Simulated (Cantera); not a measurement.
A closed system holds: 1 mol CH3SiH3, 1.6 mol HCl, 14 mol H2, held at 1.00 bar.

Cantera equilibrium calculation (NASA polynomials, part measured and part estimated; ideal gas, pure solids and liquids). Candidate condensed phases: C, C6H6, C7H8, C8H18, Si, SiC; 109 gas species. The feed counts by its element totals alone. The tables' values for SiCl, SiCl3 are old estimates; treat these amounts as uncertain. Gases not in the tables: Si2H6 and higher silanes. Kinetics and transport are ignored.

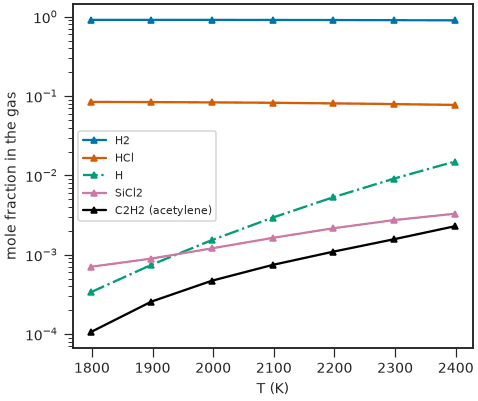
Fig. 1. Equilibrium gas composition (values under 1e-9 drawn at 1e-9)

### Question
Read off the mole fractions at 2298 K.

### Answer
H2 about 0.91, HCl about 0.079, H about 0.0091, SiCl2 about 0.0027, C2H2 (acetylene) about 0.0016.
